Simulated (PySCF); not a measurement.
# What a change does: NMR shielding calculation on C5H13NSi

System: C5H13NSi, SMILES CC[C@H]1C[Si@@H](N)C1.
Method of run A: GIAO PBE0/pcSseg-1 NMR shielding, non-relativistic, gas phase (PySCF 2.14.0).

The geometry comes from this level: GFN2-xTB. Text and figures count atoms from 1; the logs count them from 0 in places.

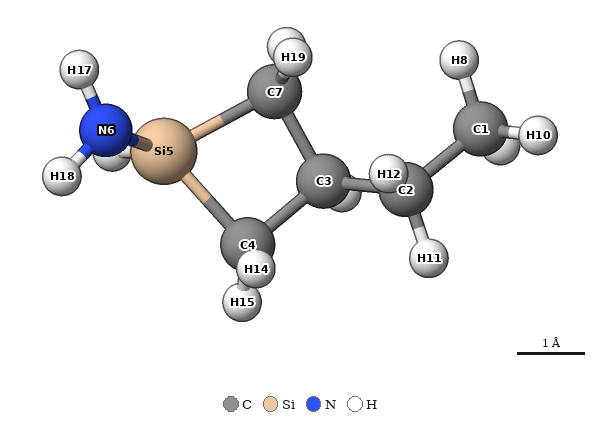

Fig. 1: The structure as given in the input (ball-and-stick view, seen at a tilt; atoms are numbered from 1 in the order of the input).

Input, run A:
```
{"job": {"kind": "nmr", "xc": "PBE0", "basis": "pcSseg-1"}, "charge": 0, "multiplicity": 1}
C     -2.752541     0.316025    -0.052245
C     -1.578130    -0.653126    -0.125103
C     -0.352069    -0.131523     0.611218
C      0.841598    -1.111852     0.620749
Si     2.036800     0.307177     0.204080
N      2.912693     0.063747    -1.263171
C      0.322586     1.094275    -0.043579
H     -2.479447     1.278719    -0.478212
H     -3.052374     0.473024     0.982224
H     -3.606904    -0.073489    -0.602095
H     -1.874108    -1.612089     0.309801
H     -1.315957    -0.829907    -1.171481
H     -0.632794     0.111946     1.639386
H      0.748755    -1.852479    -0.170834
H      0.960676    -1.646391     1.559451
H      2.800626     0.832522     1.346629
H      3.270299     0.878584    -1.736261
H      3.612052    -0.661875    -1.274555
H      0.034453     1.191553    -1.088386
H      0.098636     2.035837     0.451174
```

The first line tells a small driver script what to run in PySCF; the rest is the geometry in Å.

Launched with:
```bash
OMP_NUM_THREADS=1 python <driver script> task.json out
```

Hardware: 1 CPU thread, shared host.

Output (run A):
```
coarse grid: 16176 points
cycle   1  E = -542.0102189052  dE =  6.574e-01  |g| = 6.130e-01  |ddm| = 3.877e+00
cycle   2  E = -541.9521858394  dE =  5.803e-02  |g| = 7.852e-01  |ddm| = 1.361e+00
cycle   3  E = -542.1042160868  dE = -1.520e-01  |g| = 5.254e-02  |ddm| = 8.527e-01
cycle   4  E = -542.1047666295  dE = -5.505e-04  |g| = 2.467e-02  |ddm| = 7.633e-02
cycle   5  E = -542.1049056690  dE = -1.390e-04  |g| = 4.527e-03  |ddm| = 2.116e-02
cycle   6  E = -542.1049104727  dE = -4.804e-06  |g| = 8.514e-04  |ddm| = 5.241e-03
final grid: 148800 points
cycle   7  E = -542.1444102690  dE = -4.663e-05  |g| = 9.815e-03  |ddm| = 3.263e-02
cycle   8  E = -542.1443950696  dE =  1.520e-05  |g| = 1.257e-02  |ddm| = 2.113e-02
cycle   9  E = -542.1444346756  dE = -3.961e-05  |g| = 6.747e-04  |ddm| = 1.225e-02
cycle  10  E = -542.1444347699  dE = -9.427e-08  |g| = 2.473e-04  |ddm| = 8.684e-04
cycle  11  E = -542.1444347841  dE = -1.428e-08  |g| = 4.285e-05  |ddm| = 1.998e-04
cycle  12  E = -542.1444347846  dE = -4.162e-10  |g| = 1.043e-05  |ddm| = 6.091e-05
converged SCF energy = -542.1444347846

GIAO shielding tensors (ppm)
atom      isotropic    diamagn.    paramagn.     s11        s22        s33       span
  0 C      172.653     246.355     -73.702    158.468    171.786    187.705     29.238
  1 C      147.094     247.085     -99.992    133.302    139.150    168.830     35.528
  2 C      154.189     252.220     -98.031    144.096    152.645    165.826     21.730
  3 C      163.041     253.962     -90.921    144.648    156.688    187.786     43.137
  4 Si     367.178     880.717    -513.538    335.770    349.758    416.007     80.237
  5 N      248.795     312.873     -64.078    219.535    259.383    267.467     47.932
  6 C      164.103     254.437     -90.333    148.455    156.147    187.708     39.253
  7 H       30.601      30.558       0.043     25.849     30.813     35.140      9.291
  8 H       31.028      29.677       1.351     26.719     28.868     37.497     10.777
  9 H       30.630      27.924       2.706     25.912     27.647     38.331     12.418
 10 H       30.032      31.695      -1.663     25.081     29.623     35.390     10.309
 11 H       30.463      32.754      -2.291     26.472     30.950     33.966      7.494
 12 H       29.808      35.071      -5.263     26.792     28.900     33.731      6.939
 13 H       30.739      33.011      -2.272     27.333     29.864     35.019      7.686
 14 H       30.165      31.845      -1.680     26.261     27.712     36.523     10.262
 15 H       26.101      29.525      -3.424     21.832     25.172     31.299      9.467
 16 H       31.375      28.797       2.578     24.393     27.126     42.606     18.214
 17 H       31.373      28.375       2.998     24.412     27.076     42.631     18.218
 18 H       30.918      33.641      -2.724     27.286     30.562     34.906      7.621
 19 H       30.175      32.546      -2.371     26.233     28.223     36.069      9.836
```

The input of run B differs as follows (lines with − go, lines with + come):
```diff
-"basis": "pcSseg-1"
+"basis": "IGLO-II"
+"pop": false
+"scf": {"damp": 0.3}
+"grid": 3
```

Predict how the results change.

The total energy of run B is 61.6 kcal/mol lower, which measures the change of basis and not a stability. The dipole moment goes from 1.33 to 1.27 D. Of all shieldings, the largest change is that of C1, by +2.3 ppm. The number of SCF iterations is the same. The basis functions go from 191 to 245.

Output (run B):
```
damping 0.30 in the first 6 cycles
final grid: 231176 points
cycle   1  E = -542.1477842722  dE =  6.393e-01  |g| = 6.306e-01  |ddm| = 3.249e+00
cycle   2  E = -542.2069000403  dE = -5.912e-02  |g| = 3.946e-01  |ddm| = 7.766e-01
cycle   3  E = -542.2278752900  dE = -2.098e-02  |g| = 2.517e-01  |ddm| = 4.974e-01
cycle   4  E = -542.2363470694  dE = -8.472e-03  |g| = 1.656e-01  |ddm| = 3.309e-01
cycle   5  E = -542.2398953554  dE = -3.548e-03  |g| = 1.102e-01  |ddm| = 2.184e-01
cycle   6  E = -542.2373646862  dE =  2.531e-03  |g| = 1.524e-01  |ddm| = 2.096e-01
cycle   7  E = -542.2326760565  dE =  4.689e-03  |g| = 2.119e-01  |ddm| = 2.845e-01
cycle   8  E = -542.2426413602  dE = -9.965e-03  |g| = 4.191e-03  |ddm| = 1.600e-01
cycle   9  E = -542.2426454563  dE = -4.096e-06  |g| = 1.141e-03  |ddm| = 3.866e-03
cycle  10  E = -542.2426457254  dE = -2.692e-07  |g| = 3.252e-04  |ddm| = 1.060e-03
cycle  11  E = -542.2426457497  dE = -2.426e-08  |g| = 5.506e-05  |ddm| = 3.037e-04
cycle  12  E = -542.2426457504  dE = -7.515e-10  |g| = 9.528e-06  |ddm| = 6.241e-05
converged SCF energy = -542.2426457504

GIAO shielding tensors (ppm)
atom      isotropic    diamagn.    paramagn.     s11        s22        s33       span
  0 C      174.992     241.649     -66.657    160.815    173.762    190.400     29.584
  1 C      149.014     241.293     -92.279    134.840    141.353    170.848     36.008
  2 C      155.250     243.322     -88.072    144.590    153.690    167.470     22.881
  3 C      164.745     248.892     -84.148    145.546    158.501    190.187     44.641
  4 Si     368.316     882.354    -514.038    336.942    350.207    417.801     80.859
  5 N      249.217     307.512     -58.295    221.990    260.302    265.357     43.367
  6 C      165.572     248.881     -83.309    149.836    157.111    189.768     39.932
  7 H       30.996      30.094       0.902     26.292     31.277     35.419      9.127
  8 H       31.468      29.789       1.679     27.223     29.366     37.817     10.594
  9 H       31.097      28.820       2.278     26.393     28.355     38.543     12.151
 10 H       30.322      31.199      -0.876     25.406     30.088     35.473     10.066
 11 H       30.729      31.954      -1.225     26.658     31.202     34.325      7.668
 12 H       30.053      33.022      -2.970     27.037     29.122     33.999      6.963
 13 H       31.059      32.591      -1.532     27.712     30.260     35.205      7.492
 14 H       30.532      31.682      -1.150     26.561     28.311     36.725     10.163
 15 H       25.973      30.106      -4.133     21.872     25.135     30.913      9.041
 16 H       32.080      28.726       3.354     25.485     28.200     42.554     17.068
 17 H       32.076      28.356       3.720     25.503     28.157     42.568     17.064
 18 H       31.186      33.029      -1.843     27.556     30.904     35.098      7.542
 19 H       30.485      32.046      -1.561     26.477     28.749     36.229      9.753
```

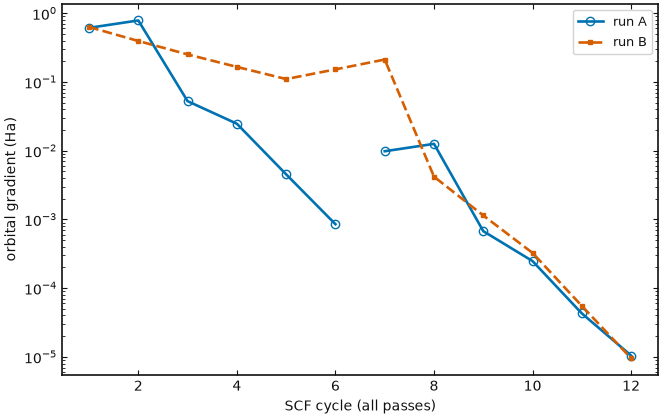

Fig. 2: Convergence of the two runs: orbital gradient against the SCF cycle. A break in a curve parts two SCF passes (coarse and final grid). Run A takes 12 cycles in all, and run B takes 12.

The two runs side by side:

| quantity | run A | run B |
| --- | --- | --- |
| outcome | converged | converged |
| total energy (hartree) | −542.144435 | −542.242646 |
| HOMO (eV) | −7.08 | −7.05 |
| LUMO (eV) | 1.11 | 1.13 |
| dipole moment (D) | 1.33 | 1.27 |
| shielding of C1 (ppm) | 172.7 | 175.0 |
| shielding of C2 (ppm) | 147.1 | 149.0 |
| shielding of C3 (ppm) | 154.2 | 155.2 |
| shielding of C4 (ppm) | 163.0 | 164.7 |
| shielding of Si5 (ppm) | 367.2 | 368.3 |
| shielding of C7 (ppm) | 164.1 | 165.6 |
| shielding of H17 (ppm) | 31.4 | 32.1 |
| SCF iterations | 12 | 12 |
| basis functions | 191 | 245 |
| wall time (shared host) | 48 s | 87 s |
